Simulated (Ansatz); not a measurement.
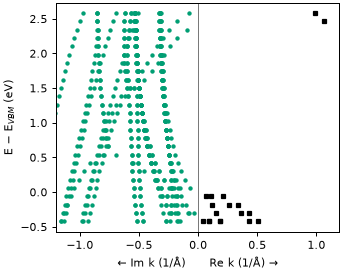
Figure. Complex bands at the centre of the two-dimensional zone; r2SCAN (Ansatz, an electronic-structure program)

The gap is the functional's own. No spin-orbit coupling. Mid-gap values are interpolated on the energy grid.

### Question
This is SiC (P6_3mc, 12 atoms a cell, 10.3 Å³ an atom) along the normal of (100). Read off the slowest decay at the centre of the two-dimensional zone at 1.14 eV, the computed energy nearest the middle of the gap.

### Answer
κ ≈ 0.27 1/Å, a decay length 1/(2κ) of the density of 1.9 Å.
